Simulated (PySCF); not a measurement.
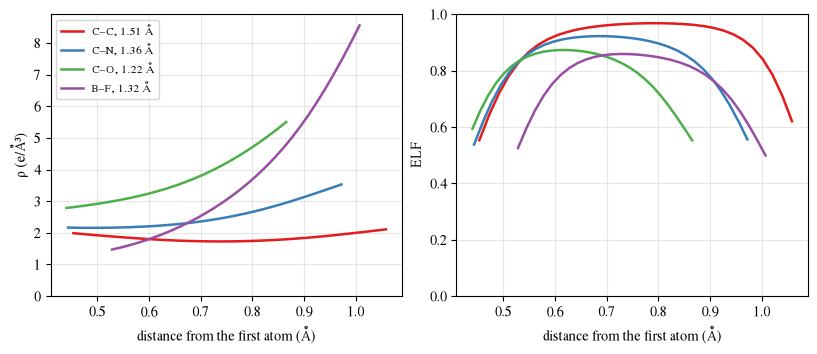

C4H8BF2NO (SMILES CC(=O)NCCB(F)F). Total electron density and electron localisation function along straight lines between neighbouring atoms. The curves leave out the atomic cores.

Geometry: PBE0-D3(BJ)/def2-SVP.

The calculation used wB97X-D/def2-SVPD, SCF density, gas phase in PySCF.

The calculation's input:

```
{"job": {"kind": "uv", "xc": "wB97X-D", "basis": "def2-SVPD", "ip": true, "dynamic": true}, "charge": 0, "multiplicity": 1}
C      2.928642    -0.156125     0.401276
C      1.641301    -0.227394    -0.389714
O      1.477598    -0.992088    -1.319646
N      0.670114     0.639860     0.019838
C     -0.644769     0.632806    -0.571708
C     -1.639170    -0.278597     0.141570
B     -3.065457    -0.322723    -0.493415
F     -3.363041     0.350209    -1.591588
F     -4.044797    -1.029402     0.042989
H      3.673077    -0.799389    -0.081017
H      3.310788     0.874724     0.452127
H      2.766464    -0.507867     1.432340
H      0.828382     1.189908     0.853537
H     -1.025145     1.665982    -0.609231
H     -0.517938     0.296804    -1.610633
H     -1.751599     0.003707     1.204520
H     -1.250328    -1.312817     0.160959
```

Command:

```sh
OMP_NUM_THREADS=1 python probes_run.py task.json out
```

### Compare the contacts.

C–C (1.51 Å): ρ at the midpoint is about 1.7 e/Å³; the ELF peaks at about 0.95 between the atoms (a covalent bond).
C–N (1.36 Å): the density is about 2.3 e/Å³ at the midpoint; the ELF peaks at about 0.90 between the atoms (a covalent bond).
C–O (1.22 Å): ρ at the midpoint is about 3.3 e/Å³; the ELF peaks at about 0.85 between the atoms: a short, multiple covalent bond.
B–F (1.32 Å): ρ at the midpoint is about 2.2 e/Å³; the ELF peaks at about 0.85 between the atoms (a polar covalent bond).
